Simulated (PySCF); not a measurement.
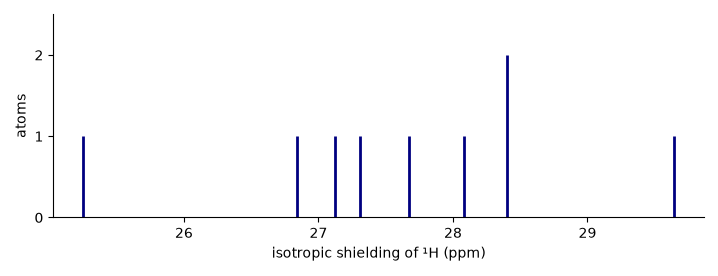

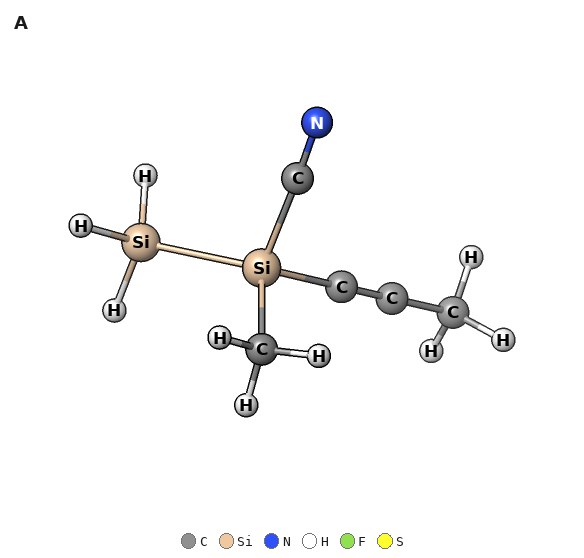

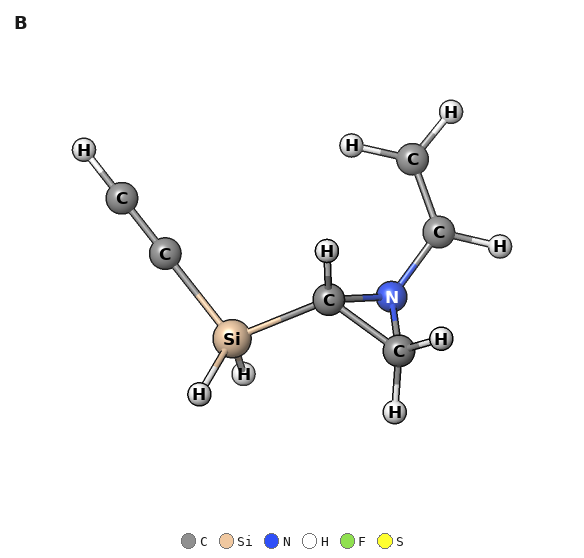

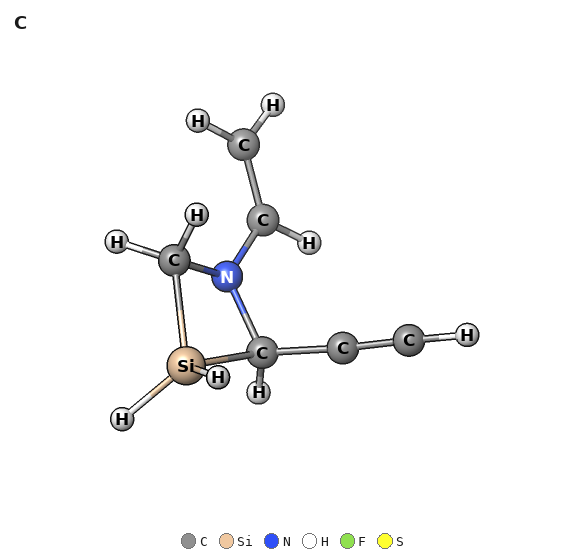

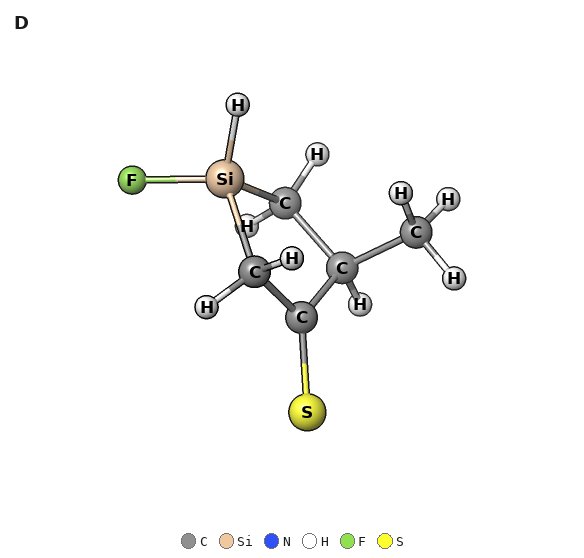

The sticks are computed shieldings of one of the molecules, for one fixed geometry (GFN2-xTB) without averaging over rotations. Low shielding means a high chemical shift. Method: GIAO PBE0/pcSseg-1 NMR shielding, non-relativistic, gas phase (PySCF 2.14.0).

> Match the spectrum to a structure.

C, `C#C[C@H]1[SiH2]CN1C=C`. Its 9 H atoms give lines at 25.25, 26.84, 27.12, 27.31, 27.67, 28.08, 28.40 (2 atoms), 29.65 ppm.

The geometry is semi-empirical. Around Si such bond lengths and angles can be off by a tenth of an ångström or more and by several degrees, and values that hang on the shape move with them.
